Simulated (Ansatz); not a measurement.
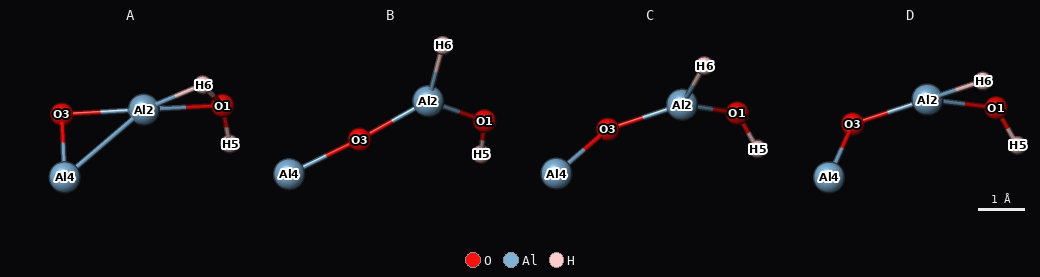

4 geometries from one relaxation of Al$_{2}$H$_{2}$O$_{2}$, in shuffled order. The picture is a ball-and-stick view, seen from a free direction.

The run prepares an end point of a later path (hydrogen shift) calculation, from a guessed geometry.

Computed with Ansatz 0.2.0, RKS PBE-D4/def2-SVP. (no spin polarisation; force threshold 0.02 eV/Å; at most 50 steps)

Question: Order the frames from highest to lowest energy.

Answer: A, D, C, B. They are steps 0, 3, 6, 11, at +439.4 kJ/mol, +159.3 kJ/mol, +23.7 kJ/mol relative to the last. After 11 geometry steps the energy has fallen by 439.4 kJ/mol. Largest force component: 2.7 eV/Å at the start, 0.01 eV/Å at the end. O3 moves most after the best rigid fit: 1.12 Å. Largest moves by element: O 1.12 Å, H 1.10 Å, Al 0.90 Å. Some distances before and after: O1–H6 1.317 → 2.794 Å, Al2–Al4 2.441 → 3.449 Å, O1–Al2 1.807 → 1.714 Å, Al2–O3 1.814 → 1.723 Å. Bonds break, among them: Al2–Al4 (2.44 → 3.45 Å). Bond angles that change, for instance: Al2–O3–Al4 85.6° → 175.6°, O1–Al2–H6 45.5° → 115.9°, O1–Al2–O3 155.2° → 122.0°. Groups turn about O1–Al2 by about 45°. The run took 41 s on 1 thread of Intel(R) Xeon(R) Processor @ 2.50GHz (Skylake/Cascade Lake), on a shared host, peak memory 0.13 GiB.
